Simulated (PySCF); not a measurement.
```xyz
7

C     1.5598   -0.0097    0.0024
C     0.3778    0.4824   -0.2341
B    -0.9858   -0.2022    0.0921
F    -2.0915    0.4370   -0.2219
H     1.9359   -0.9111    0.4359
H     0.2997    1.4605   -0.7038
H    -1.0925   -1.2520    0.6023
```

Geometry: GFN2-xTB.

Computed with PySCF 2.14.0, density-fitted response routines, UKS B3LYP, pcH-1 on B C F H, non-relativistic, mean-field spin-orbit, GIAO.

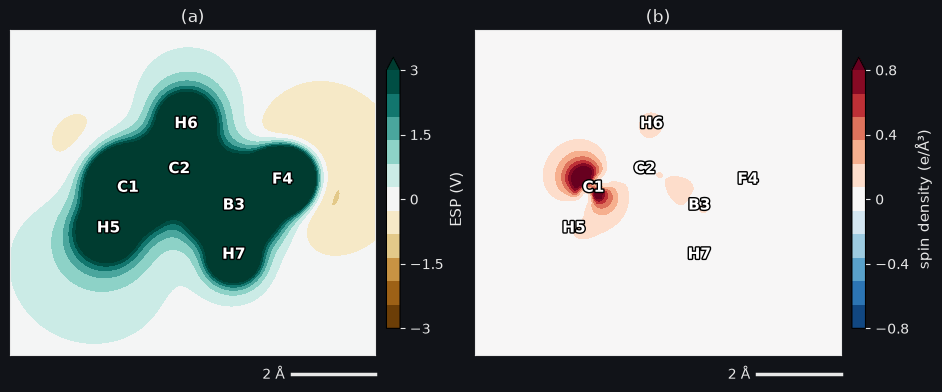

C$_{2}$H$_{3}$BF (SMILES [H]/[C]=C\BF) (doublet). (a) electrostatic potential; (b) spin density (α minus β) on the molecular plane.

**Describe what can be read from this map.**

- The plane passes through C, B, F and H nuclei.
- The unpaired spin (1 electron) lies mostly on C1 (about 0.8) and H5 (about 0.1), in electrons by Hirshfeld's partition.
- Outside the dense part of the molecule the potential is most negative (−0.8 V) near F4.
